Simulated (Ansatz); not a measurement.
**BrFH3NSi: shift of H7 from Si2 to N1, part 1 of 2**

How high is the barrier for the shift of H7 from Si2 to N1? Relax the two ends, then run a nudged elastic band between them. SMILES of the start: N[SiH](F)Br.

All numbers below are computed with Ansatz 0.2.0 (UKS PBE-D4/def2-SVP).

### Step 1. The structure to begin with

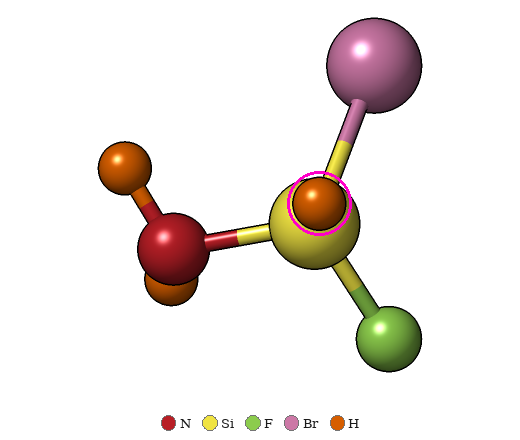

Start, viewed from a chosen angle; nitrogen red, silicon yellow, fluorine green, bromine pink, hydrogen orange. Ringed: H7.

As a file:

```xyz
7

N    -0.0814    1.0736   -0.0048
Si    0.3762   -0.4876    0.1823
F     0.0706   -0.8647    1.6947
Br   -0.8180   -1.6861   -1.1439
H    -1.0399    1.1933    0.4061
H    -0.2815    1.2970   -1.0088
H     1.8352   -0.5935   -0.1712
```

### Step 2. Relaxing end A

Input file input.yaml:

```yaml
crystal:
  periodic: [false, false, false]
  atoms:
    - { symbol: "N", position_ang: [-0.0814, 1.0736, -0.0048] }
    - { symbol: Si, position_ang: [0.3762, -0.4876, 0.1823] }
    - { symbol: F, position_ang: [0.0706, -0.8647, 1.6947] }
    - { symbol: Br, position_ang: [-0.818, -1.6861, -1.1439] }
    - { symbol: H, position_ang: [-1.0399, 1.1933, 0.4061] }
    - { symbol: H, position_ang: [-0.2815, 1.297, -1.0088] }
    - { symbol: H, position_ang: [1.8352, -0.5935, -0.1712] }
magnetization:
  spin_polarized: true
basis:
  gaussian: { orbitals: def2-SVP }
hamiltonian:
  xc: pbe
  dispersion: d4
relax:
  f_tol: 0.02
  max_steps: 50
output:
  orbitals: {}
```

Run with:

```console
ansatz run input.yaml --threads 2 --pin off --max-ram 3072MiB --backend cpu --events-out ev --progress --plain --runs-dir out
```

Log, cut to the lines that bear on the results:

```text
Warning: RAYON_NUM_THREADS=2 ignored (pool sized by the plan → 2); use --threads N
[...]
Functional definition: PBE
[...]
1035 factors; their error is unknown
[...]
mean field -82149.55719718 eV, -3018.9405440266 hartree, gradient 4.1e-5 eV, S^2 0.000000; 0 other end points of the search recorded, 0 dependent functions left out
[...]
reference -82149.55722770 eV, -3018.9405451481 hartree; 34, 34 occupied and 59, 59 virtual orbitals, 1035 factors
relax step   1: F+E_penalty+E_count = -82149.71873788 eV  Δ(F+E_penalty+E_count) = +0.000e0 eV  max|allowed force component| = 3.414e0 eV/Å  Δτ_max = 0.0000 Å  (27 SCF iters, accepted)
[...]
Total energy: -82150.19979848 eV, -3018.9641591886 hartree
Atom 0 at    -0.268246     1.078964    -0.008700 Å, force    -0.000060    -0.009164    -0.000399 eV/Å
Atom 1 at     0.326660    -0.521789     0.139173 Å, force     0.014145     0.007940     0.001443 eV/Å
Atom 2 at     0.228902    -0.990549     1.699383 Å, force    -0.004094    -0.003256    -0.006460 eV/Å
Atom 3 at    -0.852937    -2.067018    -0.981029 Å, force     0.001466     0.002785     0.005762 eV/Å
Atom 4 at    -1.254406     1.296576     0.152695 Å, force    -0.002385     0.000489    -0.000327 eV/Å
Atom 5 at     0.137713     1.689303    -0.721325 Å, force     0.000782     0.003835    -0.000806 eV/Å
Atom 6 at     1.743515    -0.553487    -0.325796 Å, force    -0.009855    -0.002628     0.000787 eV/Å
Dipole moment:    -0.017346     0.511503    -0.264211 e Å
```

Run time: 22 s. Hardware: 2 threads of Intel Xeon Platinum 8488C (Sapphire Rapids), shared host; peak memory 0.19 GiB.

Relaxation path:

| step | energy from step 1 (eV) | largest force component (eV/Å) |
| --- | --- | --- |
| 1 | 0.0000 | 3.4144 |
| 2 | -0.3601 | 1.3022 |
| 3 | -0.4352 | 0.3753 |
| 4 | -0.4360 | 0.2989 |
| 5 | -0.4559 | 0.7352 |
| 6 | -0.4661 | 0.2574 |
| 7 | -0.4754 | 0.0835 |
| 8 | -0.4766 | 0.1807 |
| 9 | -0.4781 | 0.1454 |
| 10 | -0.4790 | 0.1941 |
| 11 | -0.4809 | 0.0753 |
| 12x | -0.4807 | 0.0856 |
| 13 | -0.4810 | 0.0141 |

Step 1 is the start. 1 step was tried and not accepted (marked x).

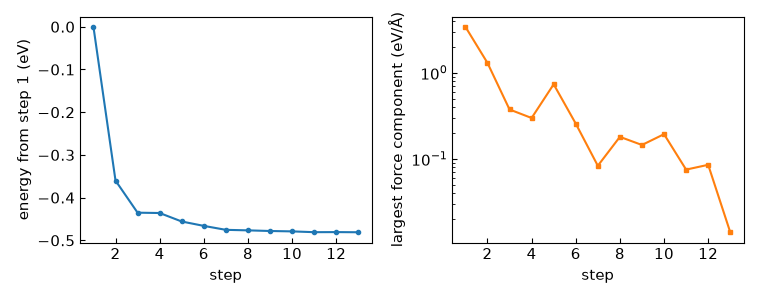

How energy and force went from step to step.

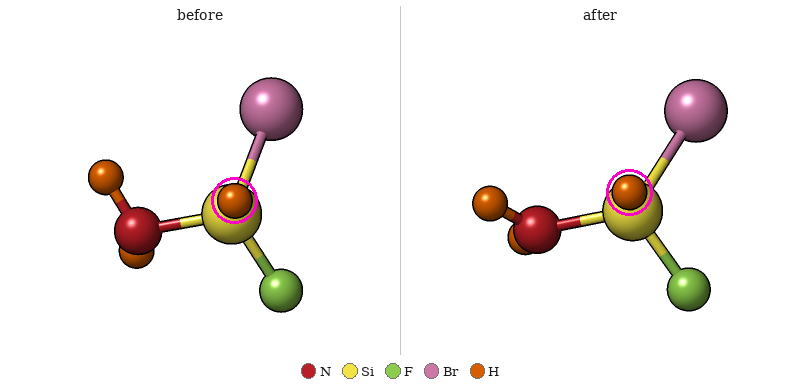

Before and after, at one scale.

After: Bond lengths: N1–Si2 1.714 Å, Si2–F3 1.632 Å, Si2–Br4 2.244 Å, N1–H5 1.023 Å, N1–H6 1.022 Å, Si2–H7 1.492 Å. Angles: N1–Si2–F3 109.3°, N1–Si2–Br4 114.7°, N1–Si2–H7 108.8°, F3–Si2–Br4 104.4°, F3–Si2–H7 110.4°, Br4–Si2–H7 109.2°, Si2–N1–H5 121.3°, Si2–N1–H6 118.7°, H5–N1–H6 111.5°.

### Step 3. End point B

The second end starts from a geometry with the move made by hand.

Changes to input.yaml since step 2:

```diff
@@ -9,3 +9,3 @@
     - { symbol: H, position_ang: [-0.2815, 1.297, -1.0088] }
-    - { symbol: H, position_ang: [1.8352, -0.5935, -0.1712] }
+    - { symbol: H, position_ang: [0.88736, 1.27209, 0.31724] }
 magnetization:
@@ -20,3 +20 @@
   max_steps: 50
-output:
-  orbitals: {}
```

Run with:

```console
ansatz run input.yaml --threads 2 --pin off --max-ram 3072MiB --backend cpu --events-out ev --progress --plain --runs-dir out
```

Log, cut to the lines that bear on the results:

```text
Warning: RAYON_NUM_THREADS=2 ignored (pool sized by the plan → 2); use --threads N
[...]
[... 1 set-up line as earlier in the session ...]
[...]
1035 factors; their error is unknown
[...]
mean field -82146.11141619 eV, -3018.8139139108 hartree, gradient 5.0e-5 eV, S^2 0.000000; 0 other end points of the search recorded, 0 dependent functions left out
[...]
reference -82146.11144636 eV, -3018.8139150194 hartree; 34, 34 occupied and 59, 59 virtual orbitals, 1035 factors
[...]
Atom 2 at     0.041996    -0.882099     1.710128 Å, force     0.001285     0.000172    -0.003935 eV/Å
Atom 3 at    -1.124421    -1.624329    -1.093615 Å, force    -0.000401     0.000450     0.000383 eV/Å
Atom 4 at    -0.968349     1.051323     0.330681 Å, force     0.000228    -0.000164    -0.000268 eV/Å
Atom 5 at    -0.088734     1.315871    -1.056728 Å, force     0.000519     0.000806    -0.000463 eV/Å
Atom 6 at     0.534539     1.783264     0.428157 Å, force     0.000903     0.001830     0.000476 eV/Å
Dipole moment:     0.079296     1.161740    -0.033025 e Å
```

Run time: 19 s. Hardware: 2 threads of Intel Xeon Platinum 8488C (Sapphire Rapids), shared host; peak memory 0.19 GiB.

The steps of the relaxation:

| step | energy from step 1 (eV) | largest force component (eV/Å) |
| --- | --- | --- |
| 1 | 0.0000 | 7.0137 |
| 2 | -1.6757 | 4.7054 |
| 3 | -2.6497 | 1.9407 |
| 4 | -2.9609 | 1.2155 |
| 5 | -2.9767 | 1.2536 |
| 6 | -3.0474 | 0.8547 |
| 7 | -3.0617 | 0.3704 |
| 8 | -3.0779 | 0.1089 |
| 9 | -3.0788 | 0.0403 |
| 10 | -3.0791 | 0.0227 |
| 11 | -3.0791 | 0.0039 |

Step 1 is the start.

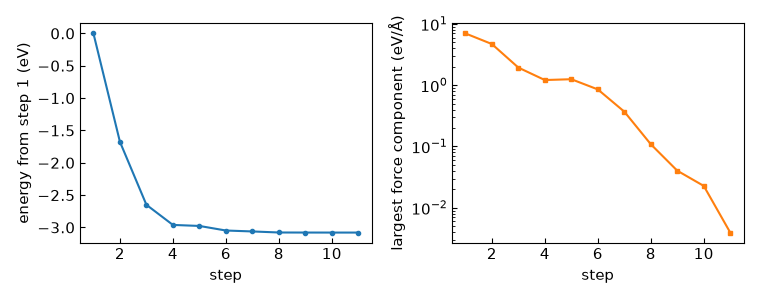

How energy and force went from step to step.

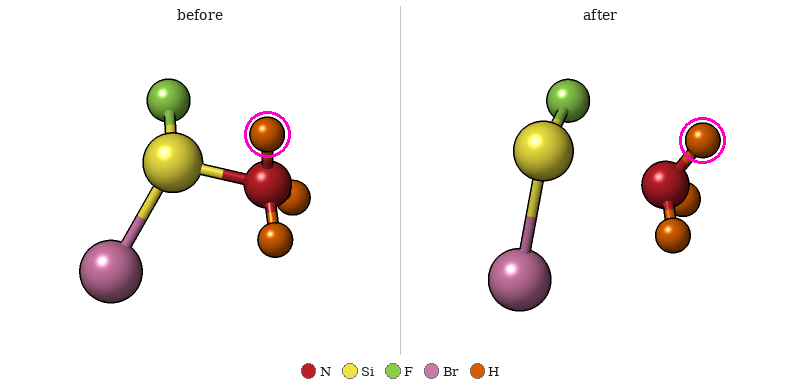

Before and after, at one scale.

After: Bond lengths: N1–Si2 2.116 Å, Si2–F3 1.673 Å, Si2–Br4 2.366 Å, N1–H5 1.033 Å, N1–H6 1.031 Å, N1–H7 1.031 Å. Angles: N1–Si2–F3 87.0°, N1–Si2–Br4 86.7°, F3–Si2–Br4 100.0°, Si2–N1–H5 105.9°, Si2–N1–H6 111.7°, Si2–N1–H7 114.2°, H5–N1–H6 107.5°, H5–N1–H7 108.4°, H6–N1–H7 108.8°.

### Step 4. Nudged elastic band

crystal.atoms is end A as relaxed above, and neb.final_atoms is end B, turned to lie on A. With 5 inner images the band has 7 in all. The start path is listed, through a guess of the saddle.

Input file input.yaml:

```yaml
crystal:
  periodic: [false, false, false]
  atoms:
    - { symbol: "N", position_ang: [-0.268246, 1.078964, -0.0087] }
    - { symbol: Si, position_ang: [0.32666, -0.521789, 0.139173] }
    - { symbol: F, position_ang: [0.228902, -0.990549, 1.699383] }
    - { symbol: Br, position_ang: [-0.852937, -2.067018, -0.981029] }
    - { symbol: H, position_ang: [-1.254406, 1.296576, 0.152695] }
    - { symbol: H, position_ang: [0.137713, 1.689303, -0.721325] }
    - { symbol: H, position_ang: [1.743515, -0.553487, -0.325796] }
magnetization:
  spin_polarized: true
basis:
  gaussian: { orbitals: def2-SVP }
hamiltonian:
  xc: pbe
  dispersion: d4
neb:
  order_check: false
  images: 5
  f_tol: 0.03
  max_iterations: 60
  final_atoms:
    - { symbol: "N", position_ang: [0.27421634, 0.74853867, -0.17083788] }
    - { symbol: Si, position_ang: [0.61320577, -1.32505642, 0.07652675] }
    - { symbol: F, position_ang: [0.10071643, -1.1322821, 1.65754126] }
    - { symbol: Br, position_ang: [-1.47046247, -1.65583487, -0.99381653] }
    - { symbol: H, position_ang: [-0.61750546, 0.94876758, 0.31025465] }
    - { symbol: H, position_ang: [0.15402276, 0.99956999, -1.16310045] }
    - { symbol: H, position_ang: [1.00700763, 1.34829715, 0.23783319] }
  initial_path:
    images:
      - { positions_ang: [[-0.268246, 1.078964, -0.0087], [0.32666, -0.521789, 0.139173], [0.228902, -0.990549, 1.699383], [-0.852937, -2.067018, -0.981029], [-1.254406, 1.296576, 0.152695], [0.137713, 1.689303, -0.721325], [1.743515, -0.553487, -0.325796]] }
      - { positions_ang: [[-0.13605608, 1.01839759, -0.02526315], [0.35056048, -0.58259005, 0.14337043], [0.1868257, -0.99710804, 1.69361512], [-0.89504057, -1.96922073, -1.02240135], [-1.10070061, 1.2450578, 0.22862534], [0.06568249, 1.50059098, -0.83438008], [1.58992959, -0.28312755, -0.22916531]] }
      - { positions_ang: [[-0.00386616, 0.95783117, -0.04182631], [0.37446096, -0.6433911, 0.14756786], [0.1447494, -1.00366708, 1.68784724], [-0.93714415, -1.87142346, -1.0637737], [-0.94699523, 1.19353961, 0.30455568], [-0.00634801, 1.31187895, -0.94743515], [1.43634418, -0.0127681, -0.13253463]] }
      - { positions_ang: [[0.12832377, 0.89726476, -0.05838946], [0.39836144, -0.70419215, 0.1517653], [0.1026731, -1.01022611, 1.68207936], [-0.97924772, -1.77362619, -1.10514606], [-0.79328984, 1.14202141, 0.38048603], [-0.07837852, 1.12316693, -1.06049023], [1.28275877, 0.25759136, -0.03590394]] }
      - { positions_ang: [[0.17695463, 0.8476894, -0.09587227], [0.46997622, -0.91114691, 0.12668578], [0.10202087, -1.05091144, 1.6739], [-1.14298597, -1.73436242, -1.06803621], [-0.73469505, 1.07760347, 0.35707557], [-0.00091142, 1.08196795, -1.09469364], [1.19084172, 0.62115995, 0.05534177]] }
      - { positions_ang: [[0.22558548, 0.79811404, -0.13335507], [0.54159099, -1.11810166, 0.10160627], [0.10136865, -1.09159677, 1.66572063], [-1.30672422, -1.69509864, -1.03092637], [-0.67610025, 1.01318552, 0.33366511], [0.07655567, 1.04076897, -1.12889705], [1.09892468, 0.98472855, 0.14658748]] }
      - { positions_ang: [[0.27421634, 0.74853867, -0.17083788], [0.61320577, -1.32505642, 0.07652675], [0.10071643, -1.1322821, 1.65754126], [-1.47046247, -1.65583487, -0.99381653], [-0.61750546, 0.94876758, 0.31025465], [0.15402276, 0.99956999, -1.16310045], [1.00700763, 1.34829715, 0.23783319]] }
```

Run with:

```console
ansatz run input.yaml --threads 2 --pin off --max-ram 3072MiB --backend cpu --events-out ev --progress --plain --runs-dir out
```

Log, cut to the lines that bear on the results:

```text
Warning: RAYON_NUM_THREADS=2 ignored (pool sized by the plan → 2); use --threads N
[...]
[... 1 set-up line as earlier in the session ...]
[...]
1035 factors; their error is unknown
[...]
mean field -82150.04404144 eV, -3018.9584352231 hartree, gradient 2.9e-5 eV, S^2 0.000000; 0 other end points of the search recorded, 0 dependent functions left out
[...]
reference -82150.04407251 eV, -3018.9584363650 hartree; 34, 34 occupied and 59, 59 virtual orbitals, 1035 factors
[...]
Atom 3 at    -0.941027    -2.162347    -1.178541 Å, force    -0.003919    -0.002160    -0.003636 eV/Å
Atom 4 at    -0.491016     1.486743     0.582398 Å, force     0.004207    -0.005198     0.005693 eV/Å
Atom 5 at    -0.184091     1.252754    -1.079797 Å, force    -0.000086    -0.003949    -0.001132 eV/Å
Atom 6 at     1.358832     0.431121    -0.059728 Å, force     0.002327     0.001785    -0.003608 eV/Å
Dipole moment:     0.014061     0.723043    -0.139213 e Å
this run last wrote the band of iteration 12 to <dir>
```

Wall time 93 s (2 threads of Intel Xeon Platinum 8488C (Sapphire Rapids), shared host); peak memory 0.18 GiB.

### Step 5. Images and barrier

The 5 inner images lie between the fixed ends 0 and 6. Energy is taken from image 0, and the path length is the program's own coordinate along the band.

| image | path (Å) | energy (eV) | H7–Si2 (Å) | H7–N1 (Å) | band force (eV/Å) |
| --- | --- | --- | --- | --- | --- |
| 0 | 0.000 | 0.0000 | 1.49 | 2.61 | - |
| 1 | 0.743 | 0.0363 | 1.49 | 2.62 | 0.019 |
| 2 | 1.486 | 0.8892 | 1.49 | 2.17 | 0.019 |
| 3* | 2.229 | 2.6098 | 1.64 | 1.45 | 0.016 |
| 4 | 2.939 | 1.1572 | 2.26 | 1.04 | 0.011 |
| 5 | 3.648 | 0.8489 | 2.72 | 1.03 | 0.007 |
| 6 | 4.358 | 0.8415 | 2.71 | 1.03 | - |

The star marks the climbing image.

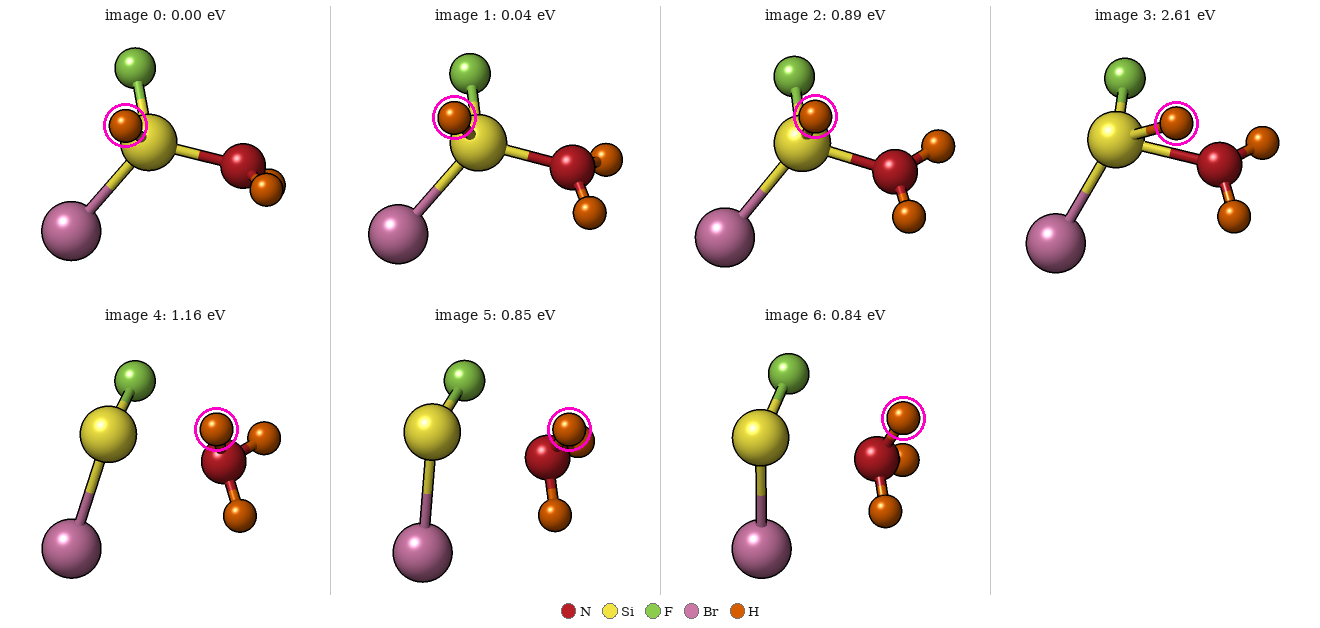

The images of the last band, seen from a chosen angle. Ringed: H7. Sticks join atoms closer than a bonding distance in each image.

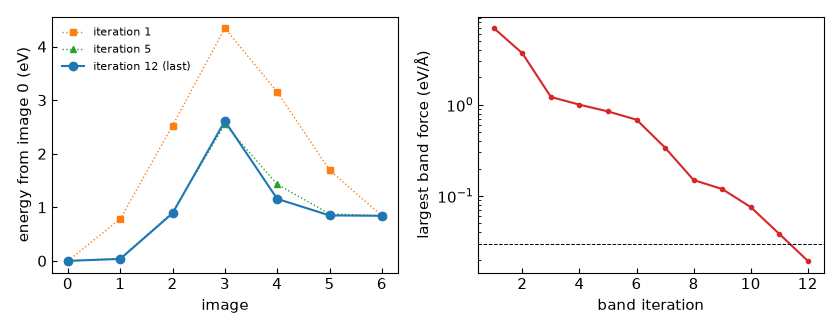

Left: energy of each image for early iterations and the last one (lines only join the points; early values far above the last band run off the scale). Right: the largest band force by iteration, with the threshold dashed.

How the highest energy settled:

| iteration | highest image above image 0 (eV) | largest band force (eV/Å) |
| --- | --- | --- |
| 1 | 4.3439 | 6.915 |
| 2 | 3.0891 | 3.665 |
| 3 | 2.5699 | 1.217 |
| 4 | 2.5388 | 1.002 |
| 5 | 2.5478 | 0.845 |
| 6 | 2.5748 | 0.686 |
| 7 | 2.6151 | 0.339 |
| 8 | 2.6117 | 0.150 |
| 9 | 2.6103 | 0.119 |
| 10 | 2.6100 | 0.076 |
| 11 | 2.6099 | 0.038 |
| 12 | 2.6098 | 0.019 |

Positions of all images (Å):

```xyz
7
image=0 dE=0.0000
N    -0.268    1.079   -0.009
Si    0.327   -0.522    0.139
F     0.229   -0.991    1.699
Br   -0.853   -2.067   -0.981
H    -1.254    1.297    0.153
H     0.138    1.689   -0.721
H     1.744   -0.553   -0.326
7
image=1 dE=0.0363
N    -0.222    1.085   -0.065
Si    0.335   -0.524    0.128
F     0.059   -0.938    1.681
Br   -0.710   -2.071   -1.126
H    -0.980    1.445    0.516
H    -0.211    1.519   -0.990
H     1.789   -0.584   -0.189
7
image=2 dE=0.8892
N    -0.262    0.949   -0.129
Si    0.312   -0.640    0.131
F    -0.026   -1.063    1.673
Br   -0.788   -2.147   -1.147
H    -0.630    1.558    0.591
H    -0.208    1.336   -1.069
H     1.663   -0.060   -0.095
7
image=3 dE=2.6098
N    -0.013    0.905   -0.126
Si    0.440   -0.910    0.134
F    -0.109   -1.071    1.682
Br   -0.941   -2.162   -1.179
H    -0.491    1.487    0.582
H    -0.184    1.253   -1.080
H     1.359    0.431   -0.060
7
image=4 dE=1.1572
N     0.148    0.840   -0.151
Si    0.543   -1.213    0.184
F    -0.189   -1.087    1.677
Br   -1.104   -2.094   -1.194
H    -0.344    1.368    0.593
H    -0.171    1.178   -1.072
H     1.177    0.940   -0.083
7
image=5 dE=0.8489
N     0.286    0.762   -0.150
Si    0.603   -1.312    0.197
F    -0.164   -1.091    1.669
Br   -1.266   -1.748   -1.185
H    -0.394    1.066    0.565
H    -0.137    0.915   -1.078
H     1.133    1.341   -0.064
7
image=6 dE=0.8415
N     0.274    0.749   -0.171
Si    0.613   -1.325    0.077
F     0.101   -1.132    1.658
Br   -1.470   -1.656   -0.994
H    -0.618    0.949    0.310
H     0.154    1.000   -1.163
H     1.007    1.348    0.238
```

### Step 6. Frequencies at the highest image

The geometry is the highest inner image of the first converged band.

Input file input.yaml:

```yaml
crystal:
  periodic: [false, false, false]
  atoms:
    - { symbol: "N", position_ang: [-0.012593, 0.905301, -0.125764] }
    - { symbol: Si, position_ang: [0.440048, -0.910076, 0.134037] }
    - { symbol: F, position_ang: [-0.108951, -1.071495, 1.681796] }
    - { symbol: Br, position_ang: [-0.941027, -2.162347, -1.178541] }
    - { symbol: H, position_ang: [-0.491016, 1.486743, 0.582398] }
    - { symbol: H, position_ang: [-0.184091, 1.252754, -1.079797] }
    - { symbol: H, position_ang: [1.358832, 0.431121, -0.059728] }
magnetization:
  spin_polarized: true
basis:
  gaussian: { orbitals: def2-SVP }
hamiltonian:
  xc: pbe
  dispersion: d4
phonons: {}
```

Run with:

```console
ansatz run input.yaml --threads 2 --pin off --max-ram 3072MiB --backend cpu --events-out ev --progress --plain --runs-dir out
```

Log, cut to the lines that bear on the results:

```text
Warning: RAYON_NUM_THREADS=2 ignored (pool sized by the plan → 2); use --threads N
[...]
[... 1 set-up line as earlier in the session ...]
[...]
1035 factors; their error is unknown
[...]
mean field -82147.43348676 eV, -3018.8624991082 hartree, gradient 5.5e-5 eV, S^2 0.000000; 0 other end points of the search recorded, 0 dependent functions left out
[...]
reference -82147.43351911 eV, -3018.8625002971 hartree; 34, 34 occupied and 59, 59 virtual orbitals, 1035 factors
[...]
1035 factors; their error is unknown
mean field -82147.43350028 eV, -3018.8624996050 hartree, gradient 1.3e-6 eV, S^2 0.000000; 0 other end points of the search recorded, 0 dependent functions left out
[...]
reference -82147.43353263 eV, -3018.8625007939 hartree; 34, 34 occupied and 59, 59 virtual orbitals, 1035 factors
[...]
1035 factors; their error is unknown
mean field -82147.43342231 eV, -3018.8624967398 hartree, gradient 1.4e-6 eV, S^2 0.000000; 0 other end points of the search recorded, 0 dependent functions left out
[...]
```

### Step 7. The output, continued: vibrations at the highest image of the band

Output, continued, cut to the lines that bear on the results:

```text
reference -82147.43345466 eV, -3018.8624979285 hartree; 34, 34 occupied and 59, 59 virtual orbitals, 1035 factors
[...]
1035 factors; their error is unknown
mean field -82147.43352602 eV, -3018.8625005508 hartree, gradient 1.4e-6 eV, S^2 0.000000; 0 other end points of the search recorded, 0 dependent functions left out
[...]
reference -82147.43355837 eV, -3018.8625017398 hartree; 34, 34 occupied and 59, 59 virtual orbitals, 1035 factors
[...]
1035 factors; their error is unknown
[...]
WARN: phonons: modes at or below zero, which the zero-point energy, F, S and C_V leave out: 1, the lowest at -1335.06 cm⁻¹. A minimum has none, and a first-order saddle one
[...]
Atom 3 at    -0.941027    -2.162347    -1.178541 Å, force    -0.003926    -0.002160    -0.003710 eV/Å
Atom 4 at    -0.491016     1.486743     0.582398 Å, force     0.004189    -0.005173     0.005712 eV/Å
Atom 5 at    -0.184091     1.252754    -1.079797 Å, force    -0.000090    -0.003944    -0.001115 eV/Å
Atom 6 at     1.358832     0.431121    -0.059728 Å, force     0.002291     0.001757    -0.003654 eV/Å
Dipole moment:     0.014060     0.723042    -0.139212 e Å
Vibrations: -1335.06 113.81 184.92 225.97 257.83 408.80 566.22 628.97 699.18 836.79 1039.12 1410.51 1779.94 3353.46 3505.67 cm⁻¹, zero-point energy 0.930576 eV
```

It took 36 s on 2 threads of Intel Xeon Platinum 8488C (Sapphire Rapids), shared host; peak memory 0.18 GiB.

Of 15 modes, 1 is imaginary by more than 30 cm⁻¹ (1335i cm⁻¹).

(Continued in part 2 of 2.)
